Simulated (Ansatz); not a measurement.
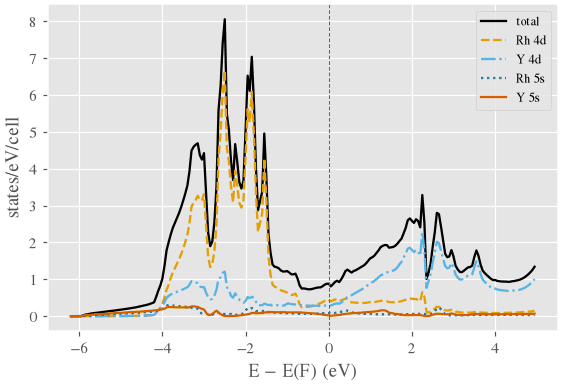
Fig. 1. Total and projected density of states of YRh (CsCl type, Pm-3m), the program Ansatz at the PBEsol level (PAW)

### Question
Which orbitals carry the states next to the Fermi level?

### Answer
Within 0.5 eV of the Fermi level: Rh 4d 43 %, Y 4d 37 %, Rh 5s 10 %, Y 5s 5 %. Projections are on Löwdin-orthogonalised atomic valence shells; empty p or d shells of many metals are not among them.

### Question
Where is the tallest occupied peak in this window, and what makes it?

### Answer
Near -2.5 eV, about 8.1 states/eV per cell; the largest projected share is Rh 4d.

The workflow started from a Materials Project entry (that database holds measured and hypothetical structures alike); the Crystallography Open Database files this formula in space group No. 221, but the cells were not matched. Its standing as an ambient phase is unchecked. The PBEsol relaxation kept the symmetry of its start; of distortions, only those at the zone centre were tested. No spin polarisation was allowed. Scalar-relativistic: spin–orbit coupling is off unless named, which matters more the heavier the elements.

Potentials: the later of the program's two PAW sets.
